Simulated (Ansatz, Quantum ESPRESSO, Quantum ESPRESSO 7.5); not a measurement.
## Thickness dependence of 1T-SnO2

Wanted: polarisability and band edges of 1T-SnO2, layer by layer.

Calculated with Quantum ESPRESSO 7.5; plane-wave DFT, LDA, GBRV ultrasoft pseudopotentials (geometry by Ansatz 0.2.0 with PAW datasets; geometry under PBE and PBE-D3(BJ)).

## 1. The starting structure

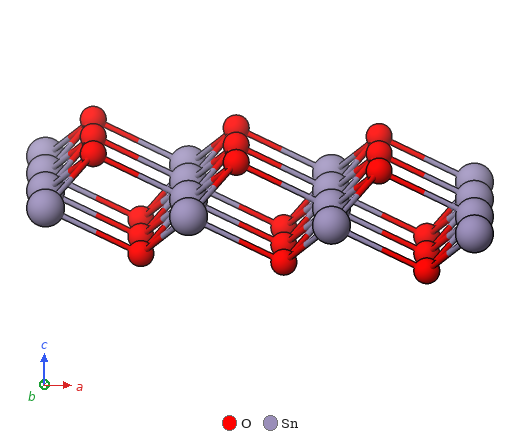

Start, viewed nearly edge on; oxygen red, tin purple. 3×3×1 cells are drawn. Some periodic images of atoms are drawn too.

The cell holds 3 atoms: 2 O and 1 Sn. Cell: a = 3.220 Å, b = 3.220 Å, c = 18.789 Å, α = 90.0°, β = 90.0°, γ = 120.0°. It derives from SnO2. Vacuum lies along c.

Coordinates:

```cif
data_structure
_symmetry_space_group_name_H-M 'P 1'
_symmetry_Int_Tables_number 1
_cell_length_a 3.2200
_cell_length_b 3.2200
_cell_length_c 18.7889
_cell_angle_alpha 90.000
_cell_angle_beta 90.000
_cell_angle_gamma 120.000
_cell_volume 168.71
loop_
_atom_site_label
_atom_site_type_symbol
_atom_site_fract_x
_atom_site_fract_y
_atom_site_fract_z
_atom_site_occupancy
O1 O 0.66667 0.33333 0.45240 1
Sn2 Sn 0.00000 0.00000 0.50000 1
O3 O 0.33333 0.66667 0.54760 1
```

This sheet is a model structure: its symmetry is held, and its stability is not tested here.

## 2. Relaxation with Ansatz, 1 layer

A relaxation in Ansatz fixes the structure of this slab for the runs on it.

Contents of input.yaml:

```yaml
crystal:
  lattice:
    - [3.22, 0.0, 0.0]
    - [-1.61, 2.7886018002, 0.0]
    - [0.0, 0.0, 18.788854382]
  atoms:
    - { symbol: O, position: [0.6666666667, 0.3333333333, 0.4523958634] }
    - { symbol: Sn, position: [0.0, 0.0, 0.5] }
    - { symbol: O, position: [0.3333333333, 0.6666666667, 0.5476041366] }
kpoints:
  mp_grid: { grid: [12, 12, 1] }
hamiltonian:
  xc: pbe
scf:
  occupations: { method: fermi_dirac, width: 0.05 }
  convergence: { dr2_threshold: 1.0e-08 }
efield:
  axis: 3
  dipole_correction: true
  ramp_position: 0.97
  ramp_width: 0.04
relax:
  f_tol: 0.01
  cell: { fix: [c, alpha, beta] }
output:
  write_potential: true
  write_density: true
  volumetric_format: npy
```

Command:

```bash
$ ansatz run input.yaml --threads 4 --pin off --max-ram 8192MiB --backend cpu --events-out ev --progress --plain --runs-dir out
```

Numbers of over 12 decimals in the logs are rounded to 6 here.

The program printed:

```text
Warning: relax.cell: scf.convergence.dr2_threshold = 1e-8 eV is looser than the 3e-10 eV advised for a relaxation that steers and ends on the stress (1e-10 eV for each atom of the cell: 3). What an SCF threshold leaves in a stress goes as its square root, and in the free energy as the threshold itself, and one threshold admits the most on a small cell: [figures from the program's tests cut] Set scf.convergence.dr2_threshold to 3e-10 eV or tighter. The threshold is an SCF's pass mark: one that does not reach it within its budget of iterations ends unconverged, or closes short of it on a stop that the run arms, and scf.convergence.dr2_threshold's page says what that costs each kind of run
Engine: ansatz 0.2.0, aarch64-unknown-linux-gnu
Pseudopotentials: kind: paw
Pseudopotential: O, paw, valence charge 6, recommended cutoff 420 eV (normal), O.paw.azcp
Pseudopotential: Sn, paw, valence charge 14, recommended cutoff 420 eV (normal), Sn.paw.azcp
Functional definition: PBE
  parameter kappa = 0.804
  parameter beta = 0.066725
  exchange = pbe_x(kappa = kappa, mu = beta*pi^2/3)
  correlation = pbe_c(beta = beta)
Crystal: 3 atoms, lattice volume = 168.711 Å³
Basis set: ecut = 420 eV, 3351 PW (Γ), exchange–correlation on 48×48×256 points (8 copies of the dense FFT grid, shifted against one another)
Bands: 17, of which v1, the nominal top of the filled ones, is band 13 counted from 1 (12 counted from 0)
Symmetry: 6 space group operations
k-points: 19 of 144 (time reversal used)
Non-local potential: O, projectors of the file, l = 0: 2, l = 1: 2, l = 2: 1
Non-local potential: Sn, projectors of the file, l = 0: 2, l = 1: 2, l = 2: 2, l = 3: 2
PAW form: soft (Blöchl's): semilocal exchange-correlation on the pseudo side does not see the compensation charge
PAW one-centre angular grid: O, 110 points (default); XC on 64 Gauss nodes
PAW one-centre angular grid: Sn, 590 points (default); XC on 64 Gauss nodes
Initial density: superposition of atomic densities (neutral atoms: chi_scale 0, normalization atom), corrected by the library's trained network
Initial wavefunctions: pseudopotential atomic-orbital guess
Functional: x = pbe(κ = 0.804, μ = 0.219515), c = pbe(β = 0.066725)
SCF iter   1: F=—  HF=-7158.317094 eV  |F-HF|=—  |Δ(HF+E_count)|=         —  Δρ=1.43e-3  dr2=2.54e-3  ethr=1.77e-3  p=-0.000 e·Å  D=-1.71e-5 V/Å  ΔV_dip=0.00 eV  dr2_dipole=5.08e-9  V_vac-E_F(+/−)=6.28/6.28 eV  ⟨swp⟩=8.6  Hψ=2120  notcnv=0
efield: sawtooth ramp at fractional position 0.9700 (set: `efield.ramp_position`, or a place that a band, a saddle search or an elastic batch's reference lends), width 0.0400; the density the first Hamiltonian is built on has a dipole p = -0.000 e·Å; the dipole correction subtracts the counter field D = -1.71e-5 V/Å, which shifts the + side's vacuum level by +0.00 eV against the − side's; the planar-averaged density in the ramp window peaks in size at 3.8e-6 e/Å³
preconditioner: auto → none  [insulator: Δε(μ)=2.773 eV  Ē_g=19.333 eV  σ=0.050 eV  W_gap=1.00  n_scr=10 (ndim 8)  ℏωp=14.6 eV  f_vac=0.751  D(μ)=0.00/eV (n_scr^D=0)  ε∞_Penn≈1.6]
SCF iter   2: F=—  HF=-7158.317088 eV  |F-HF|=—  |Δ(HF+E_count)|=   5.86e-6  Δρ=7.74e-4  dr2=3.75e-4  ethr=9.75e-6  p=0.000 e·Å  D=3.50e-5 V/Å  ΔV_dip=-0.00 eV  dr2_dipole=1.09e-8  V_vac-E_F(+/−)=6.38/6.38 eV  ⟨swp⟩=3.0  Hψ=942  notcnv=0
SCF iter   3: F=—  HF=-7158.317203 eV  |F-HF|=—  |Δ(HF+E_count)|=   1.15e-4  Δρ=3.34e-4  dr2=1.08e-4  ethr=1.44e-6  p=-0.000 e·Å  D=-4.25e-5 V/Å  ΔV_dip=0.00 eV  dr2_dipole=2.45e-8  V_vac-E_F(+/−)=6.38/6.38 eV  ⟨swp⟩=2.1  Hψ=512  notcnv=0
SCF iter   4: F=—  HF=-7158.317248 eV  |F-HF|=—  |Δ(HF+E_count)|=   4.52e-5  Δρ=1.02e-4  dr2=5.74e-6  ethr=4.17e-7  p=0.000 e·Å  D=5.94e-5 V/Å  ΔV_dip=-0.00 eV  dr2_dipole=3.76e-8  V_vac-E_F(+/−)=6.39/6.39 eV  ⟨swp⟩=2.4  Hψ=500  notcnv=0
SCF iter   5: F=—  HF=-7158.317234 eV  |F-HF|=—  |Δ(HF+E_count)|=   1.48e-5  Δρ=3.45e-5  dr2=2.73e-6  ethr=2.21e-8  p=-0.000 e·Å  D=-1.24e-4 V/Å  ΔV_dip=0.00 eV  dr2_dipole=2.11e-7  V_vac-E_F(+/−)=6.39/6.39 eV  ⟨swp⟩=3.6  Hψ=748  notcnv=0
SCF iter   6: F=—  HF=-7158.317233 eV  |F-HF|=—  |Δ(HF+E_count)|=   1.98e-7  Δρ=1.24e-5  dr2=1.80e-7  ethr=1.05e-8  p=0.000 e·Å  D=3.15e-5 V/Å  ΔV_dip=-0.00 eV  dr2_dipole=6.77e-9  V_vac-E_F(+/−)=6.39/6.39 eV  ⟨swp⟩=2.2  Hψ=411  notcnv=0
SCF iter   7: F=—  HF=-7158.317234 eV  |F-HF|=—  |Δ(HF+E_count)|=   4.69e-7  Δρ=3.35e-6  dr2=1.03e-8  ethr=6.92e-10  p=0.000 e·Å  D=9.91e-6 V/Å  ΔV_dip=-0.00 eV  dr2_dipole=1.84e-10  V_vac-E_F(+/−)=6.39/6.39 eV  ⟨swp⟩=2.2  Hψ=463  notcnv=0
SCF iter   8: F=-7158.317234 eV  HF=-7158.317234 eV  |F-HF|=1.17e-9  |Δ(HF+E_count)|=   4.66e-8  Δρ=5.04e-7  dr2=2.28e-10  ethr=3.85e-11  p=0.000 e·Å  D=4.63e-6 V/Å  ΔV_dip=-0.00 eV  dr2_dipole=8.32e-12  V_vac-E_F(+/−)=6.39/6.39 eV  ⟨swp⟩=10.4  Hψ=2330  notcnv=0
SCF 1 converged in 8 iterations: F = -7158.317234 eV  dr2 = 2.28e-10
  greatest PAW one-centre occupation: 0.996 electrons in one spin orbital (limit 2), on the Sn atom at site 1 (counted from 0), in its partial waves of l = 2
relax step   1: F+E_penalty+E_count = -7158.31723397 eV  Δ(F+E_penalty+E_count) = +0.000e0 eV  max|allowed force component| = 1.725e0 eV/Å  Δτ_max = 0.0000 Å  P = +2.961 GPa  Ω = 168.711 Å³  fix = [c, alpha, beta]  reactions: c +2.921 GPa  (8 SCF iters, accepted)
Crystal: 3 atoms, lattice volume = 166.439 Å³
Basis set: ecut = 420 eV, 3279 PW (Γ), exchange–correlation on 48×48×256 points (8 copies of the dense FFT grid, shifted against one another)
Initial density: handed on by an earlier stage of this run
Initial wavefunctions: those handed on with the density
iter 1 solved again at ethr=7.97e-4 eV; its pass at ethr=3.10e-3 eV (dr2=2.07e-1 eV) is discarded
SCF iter   1: F=—  HF=-7158.590920 eV  |F-HF|=—  |Δ(HF+E_count)|=         —  Δρ=1.19e-2  dr2=2.05e-1  ethr=7.97e-4  p=-0.000 e·Å  D=-2.75e-6 V/Å  ΔV_dip=0.00 eV  dr2_dipole=4.95e-11  V_vac-E_F(+/−)=6.34/6.34 eV  ⟨swp⟩=1.2  Hψ=2513  notcnv=0
efield: sawtooth ramp at fractional position 0.9700 (set: `efield.ramp_position`, or a place that a band, a saddle search or an elastic batch's reference lends), width 0.0400; the density the first Hamiltonian is built on has a dipole p = -0.000 e·Å; the dipole correction subtracts the counter field D = -2.75e-6 V/Å, which shifts the + side's vacuum level by +0.00 eV against the − side's; the planar-averaged density in the ramp window peaks in size at 1.0e-6 e/Å³
[...]
SCF 3 converged in 8 iterations: F = -7158.520240 eV  dr2 = 2.61e-10
relax step   3: F+E_penalty+E_count = -7158.52023984 eV  Δ(F+E_penalty+E_count) = -4.166e-3 eV  max|allowed force component| = 2.571e-2 eV/Å  Δτ_max = 0.0177 Å  P = +0.017 GPa  Ω = 169.594 Å³  energy of the carried Pulay correction = -1.060e-3 eV  fix = [c, alpha, beta]  reactions: c +0.041 GPa  (8 SCF iters, accepted)
[...]
relax step   4: F+E_penalty+E_count = -7158.52043481 eV  Δ(F+E_penalty+E_count) = -1.950e-4 eV  max|allowed force component| = 2.378e-3 eV/Å  Δτ_max = 0.0022 Å  P = +0.001 GPa  Ω = 169.481 Å³  energy of the carried Pulay correction = -9.251e-4 eV  fix = [c, alpha, beta]  reactions: c -0.003 GPa  (6 SCF iters, accepted)
Initial wavefunctions: pseudopotential atomic-orbital guess (no wavefunctions were taken with the density)
iter 1 solved again at ethr=1.18e-7 eV; its pass at ethr=3.10e-3 eV (dr2=3.08e-5 eV) is discarded
SCF iter   1: F=—  HF=-7158.521269 eV  |F-HF|=—  |Δ(HF+E_count)|=         —  Δρ=2.72e-5  dr2=1.08e-7  ethr=1.18e-7  p=-0.000 e·Å  D=-1.53e-6 V/Å  ΔV_dip=0.00 eV  dr2_dipole=2.86e-12  V_vac-E_F(+/−)=6.92/6.92 eV  ⟨swp⟩=4.2  Hψ=3281  notcnv=0
efield: sawtooth ramp at fractional position 0.9700 (set: `efield.ramp_position`, or a place that a band, a saddle search or an elastic batch's reference lends), width 0.0400; the density the first Hamiltonian is built on has a dipole p = -0.000 e·Å; the dipole correction subtracts the counter field D = -1.53e-6 V/Å, which shifts the + side's vacuum level by +0.00 eV against the − side's; the planar-averaged density in the ramp window peaks in size at 2.8e-6 e/Å³
preconditioner: auto → none  [insulator: Δε(μ)=2.615 eV  Ē_g=19.170 eV  σ=0.050 eV  W_gap=1.00  n_scr=10 (ndim 8)  ℏωp=14.5 eV  f_vac=0.741  D(μ)=0.00/eV (n_scr^D=0)  ε∞_Penn≈1.6]
SCF iter   2: F=—  HF=-7158.521328 eV  |F-HF|=—  |Δ(HF+E_count)|=   5.87e-5  Δρ=1.31e-5  dr2=3.33e-8  ethr=4.14e-10  p=-0.000 e·Å  D=-2.76e-6 V/Å  ΔV_dip=0.00 eV  dr2_dipole=1.29e-11  V_vac-E_F(+/−)=6.92/6.92 eV  ⟨swp⟩=3.4  Hψ=731  notcnv=0
SCF iter   3: F=—  HF=-7158.521369 eV  |F-HF|=—  |Δ(HF+E_count)|=   4.13e-5  Δρ=5.36e-6  dr2=1.49e-8  ethr=1.28e-10  p=0.000 e·Å  D=9.39e-7 V/Å  ΔV_dip=-0.00 eV  dr2_dipole=1.51e-10  V_vac-E_F(+/−)=6.92/6.92 eV  ⟨swp⟩=3.2  Hψ=567  notcnv=0
iter 4 met the thresholds in force, and the SCF goes on: an eigenvalue changes by 3.57 meV, over its tolerance of 3.16 meV (output.eigenvalues, Limitations)
SCF iter   4: F=-7158.521381 eV  HF=-7158.521380 eV  |F-HF|=6.28e-7  |Δ(HF+E_count)|=   1.13e-5  Δρ=1.41e-6  dr2=4.39e-9  ethr=3.85e-11  p=-0.000 e·Å  D=-6.81e-6 V/Å  ΔV_dip=0.00 eV  dr2_dipole=4.06e-10  V_vac-E_F(+/−)=6.92/6.92 eV  ⟨swp⟩=16.9  Hψ=2900  notcnv=0
iter 5 met the thresholds in force, and the SCF goes on: an eigenvalue changes by 4.65 meV, over its tolerance of 3.16 meV (output.eigenvalues, Limitations)
SCF iter   5: F=-7158.521381 eV  HF=-7158.521381 eV  |F-HF|=3.64e-7  |Δ(HF+E_count)|=   2.68e-7  Δρ=6.21e-7  dr2=4.20e-10  ethr=1.69e-11  p=-0.000 e·Å  D=-7.40e-7 V/Å  ΔV_dip=0.00 eV  dr2_dipole=2.80e-11  V_vac-E_F(+/−)=6.92/6.92 eV  ⟨swp⟩=8.6  Hψ=2341  notcnv=0
Mixer restart at iter 5: flushing history
SCF iter   6: F=-7158.521381 eV  HF=-7158.521381 eV  |F-HF|=8.28e-9  |Δ(HF+E_count)|=   3.66e-7  Δρ=1.71e-6  dr2=7.87e-9  ethr=1.61e-12  p=-0.000 e·Å  D=-8.48e-6 V/Å  ΔV_dip=0.00 eV  dr2_dipole=7.42e-10  V_vac-E_F(+/−)=6.92/6.92 eV  ⟨swp⟩=9.2  Hψ=2470  notcnv=0
SCF 5 converged in 6 iterations: F = -7158.521381 eV  dr2 = 7.87e-9
relax step   5: F+E_penalty+E_count = -7158.52138112 eV  Δ(F+E_penalty+E_count) = -9.463e-4 eV  max|allowed force component| = 2.421e-3 eV/Å  Δτ_max = 0.0000 Å  P = +0.008 GPa  Ω = 169.481 Å³  fix = [c, alpha, beta]  reactions: c +0.005 GPa  stress off target by 8.89e-3 GPa on what of the cell is left free  SCF on the basis re-selected at this cell (its energy is not comparable with the rows above)  (6 SCF iters)
basis re-selected at this cell: Δ(F+E_penalty+E_count) = -9.463e-4 eV, ΔP = +0.006 GPa vs the last step (what re-selecting the basis moved, of the pressure what is left beyond the Pulay correction that the steps carried, after the strain that the cell walked since its last selection, with what the two solves' SCF thresholds leave and, on support functions, any second-order correction that the steps lacked; it is no m [...]
WARN: The output density's exchange-correlation potential varies sharply where the density is thin. Do not read a vacuum level from v_tot or v_xc, or from such a field of the output density. On a cell that repeats whose density bears no net charge and no dipole along the vacuum's axis use v_es (v_loc + v_h of the components); under efield.dipole_correction with no amplitude use v_es + v_field, which holds any externa [...]
SCF converged after 6 iterations
an eigenvalue changed by more than its tolerance at an iteration that met the thresholds in force, so the SCF went on 2 times, its first undamped step at iteration 5: the last check found none over its tolerance
Free energy (F): -7158.521381 eV
Harris-Foulkes:  -7158.521381 eV  (|F-HF|=8.28e-9)
Internal energy: -7158.521381 eV  (E = F + TS)
E sigma→0 (E₀):  -7158.521381 eV
Fermi energy:    -3.259423 eV
Dipole field:    D = 0.000031 V/Å  (p = 0.000029 e·Å, saw-weighted, corrected)
Work function:   Φ+ = 6.9208 eV   Φ− = 6.9215 eV
Levels:          The Fermi level and band energies are counted from a zero that moves with the ramp; work functions are not
--- Per-component energies (eV) ---
  E_band       = -408.693891
  E_kinetic    = 537.635764
  E_local      = -16521.937342  (includes V_loc(G=0)·N_el)
  E_nonlocal   = 66.361714
  E_hartree    = 8116.239447
  E_xc         = -526.977129
  E_vxc        = -281.119605  (∫ρ·V_xc dr)
  E_paw        = -4462.364689  (= ΣΔE_a)
  E_vpaw       = -442.117855  (= ΣTr[D̂ρ^β])
  E_aug_tail   = 0.004824  (compensation charges beyond the density's cutoff)
  E_efield     = 0.000000  (sawtooth field / dipole correction)
  E_vefield    = -0.000153  (∫n·V_field dr)
  E_ewald      = 5632.516030
  E_smearing   = -0.000000  (= −TS)
  E_closure    = -0.000000  (closes the sum)
  Σ components = -7158.521381   (vs F -7158.521381, Δ=0.00e0)
--- Forces (eV/Å), atoms counted from 1 ---
  atom   1  O      0.00000000    -0.00000000    -0.00241645
  atom   2  Sn     0.00000000     0.00000000     0.00006765
  atom   3  O      0.00000000     0.00000000     0.00236313
  max |Σ_I F_I| component: 1.43e-5 eV/Å
--- Stress (GPa, compression-positive) ---
        0.008892       0.000000       0.000000
        0.000000       0.008892      -0.000000
        0.000000      -0.000000       0.005431
  P = ⅓ Tr σ = 0.0077 GPa (0.077 kbar)
--- Band table (eV; the first three rows and the last of 19) ---
  k-point 0: bands = [... 9 lower, -5.8131, -5.3776, -5.3776, -5.2148, -2.0422, 1.0981, 3.3862, 3.5007]
  k-point 1: bands = [... 9 lower, -6.0054, -5.5994, -5.2843, -5.0116, -1.6959, 1.3459, 3.4944, 3.6396]
  k-point 2: bands = [... 9 lower, -6.3844, -5.8053, -5.1680, -4.8831, -0.9135, 1.9250, 3.7824, 4.0571]
  k-point 18: bands = [... 9 lower, -8.1422, -7.1790, -4.8005, -4.8004, 1.5794, 5.1545, 5.6485, 5.6485]
--- Relaxed structure (4 steps of the walk, 4 accepted, 1 SCFs on fresh bases) ---
  F+E_penalty+E_count = -7158.52138112 eV   max|allowed force component| = 2.421e-3 eV/Å   (the final SCF, on the basis selected at the relaxed cell)
  cell:  # Å, volume = 169.4811 Å³
    - [3.227343, 0, 0]
    - [-1.613671, 2.794961, 0]
    - [0, 0, 18.788854382]
  atoms:
    - { symbol: O, position: [0.666667, 0.333333, 0.446160] }
    - { symbol: Sn, position: [0, 0, 0.500000] }
    - { symbol: O, position: [0.333333, 0.666667, 0.553839] }
```

Wall time 5.8 s (4 threads of Arm Neoverse V2, shared host); peak memory 0.43 GiB; 22 s of CPU time.

Relaxation path:

| step | energy less that of the first step (eV) | largest force component (eV/Å) | pressure (GPa) | volume (Å³) |
| --- | --- | --- | --- | --- |
| 1 | 0.0000 | 1.7251 | 2.96 | 168.71 |
| 2 | -0.1988 | 0.0294 | 0.52 | 166.44 |
| 3 | -0.2030 | 0.0257 | 0.02 | 169.59 |
| 4 | -0.2032 | 0.0024 | 0.00 | 169.48 |
| 5* | -0.2041 | 0.0024 | 0.01 | 169.48 |

Relaxation steps marked * repeat the geometry before them on a plane-wave basis chosen anew for their cell, so energy and pressure can jump there.

Forces are held to the 6 operations that the run works with; a distortion that breaks them can't arise in this run.

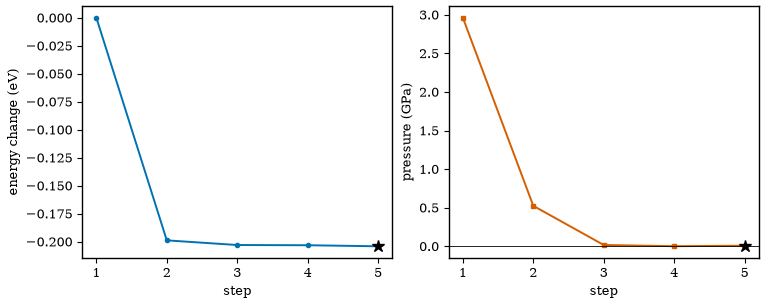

Energy and pressure along the relaxation. Stars mark steps on a basis chosen anew.

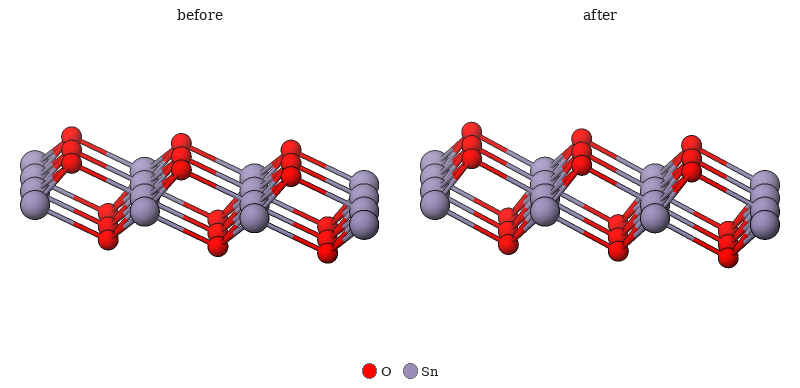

Before and after, at one scale.

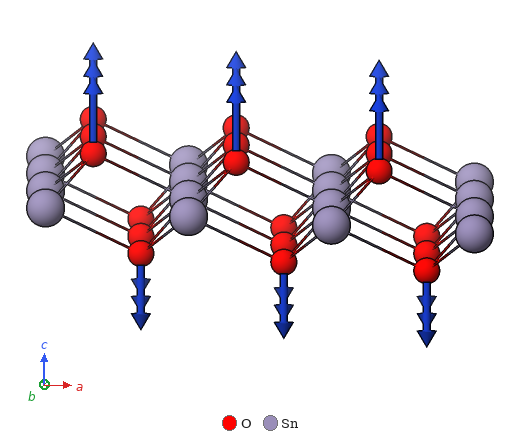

Displacements in the relaxation, exaggerated, measured against the changing cell; the longest in the cell stands for 0.12 Å. 3×3×1 cells are drawn. Some periodic images of atoms are drawn too.

| cell as run | before | after | change |
| --- | --- | --- | --- |
| a (Å) | 3.220 | 3.227 | +0.2 % |
| b (Å) | 3.220 | 3.227 | +0.2 % |

The atoms that moved most (Å, along periodic axes as changes of fractional coordinates times the final cell, across vacuum about the mean position):

| atom | dx | dy | dz | length |
| --- | --- | --- | --- | --- |
| O1 | 0.000 | 0.000 | -0.117 | 0.117 |
| O3 | 0.000 | 0.000 | 0.117 | 0.117 |

The relaxed structure:

```xyz
3
Lattice="3.2273 0.0000 0.0000 -1.6137 2.7950 0.0000 0.0000 0.0000 18.7889" Properties=species:S:1:pos:R:3
O     1.6137    0.9317    8.3828
Sn    0.0000    0.0000    9.3944
O     0.0000    1.8633   10.4060
```

This step gave:

- free energy: -7158.5214 eV
- Fermi energy: -3.259 eV
- gap by band count: 2.615 eV
- symmetry operations: 6
- dipole along the normal: 2.93e-5 e·Å
- vacuum level at the upper face over a Fermi level inside the gap: 6.921 eV
- vacuum level at the lower face over a Fermi level inside the gap: 6.921 eV

(Part 1 of 7 ends here.)

[Logs are printed without paths, hosts, clocks, repeated set-up lines and the standing remarks that a program may print on its own settings, such as how far it seeks lower states.]

[Hosts, paths, dates, database ids (printed as entryN), source tags and the programs' standing remarks are cut or masked in the printed files.]

[Maps of the electrostatic potential energy from Ansatz leave out the sawtooth potential of an applied field or a dipole correction, so their vacuum need not be flat; planar profiles and work functions include it.]
